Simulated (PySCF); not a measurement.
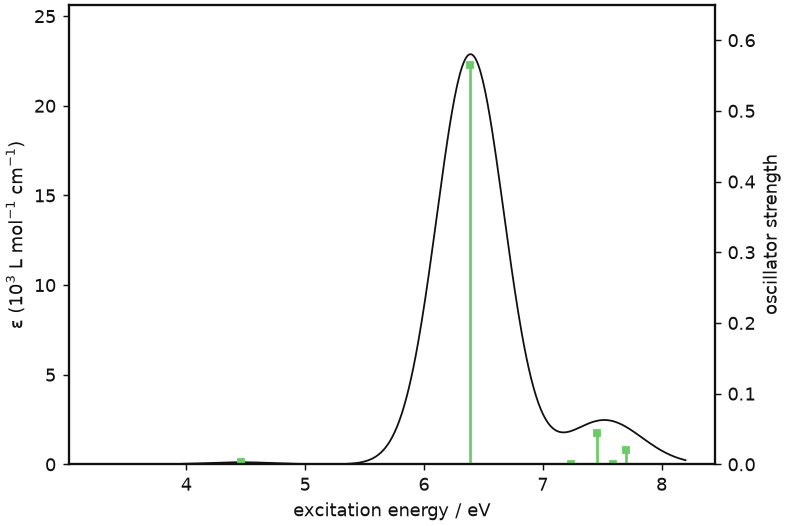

Computed absorption of C₃H₅N, SMILES [H]/N=C\C=C. Vertical TDDFT excitations, PBE0/def2-SVPD in PySCF, at a GFN2-xTB geometry (no frequency check), gas phase. Only the first 6 singlet excitations are included; each is broadened by a Gaussian of 1/e half-width 0.40 eV. Sticks give oscillator strengths (right axis).

> Where is the maximum of the broadened curve, and how high is it?

At about 6.4 eV (194 nm), with ε near 23000 L mol⁻¹ cm⁻¹.

> Where is the lowest singlet, and is it bright?

S1 lies at 4.46 eV (278 nm) with f = 0.003, mainly HOMO → LUMO (98 %); it is dark or nearly so.

> List the transitions behind the spectrum.

```csv
state,E (eV),λ (nm),f,main character
S1,4.46,278,0.003,HOMO → LUMO (98 %)
S2,6.39,194,0.565,HOMO−1 → LUMO (96 %)
S3,7.24,171,0.001,HOMO → LUMO+3 (92 %)
S4,7.46,166,0.044,HOMO → LUMO+2 (62 %)
S5,7.59,163,0.000,HOMO−3 → LUMO (90 %)
S6,7.70,161,0.021,HOMO−1 → LUMO+1 (89 %)
```

Caveats: states above the negative HOMO energy depend on the basis; the tight-binding geometry is rougher than a DFT one and adds to the error; one conformer of a flexible molecule; core orbitals are frozen in the response.
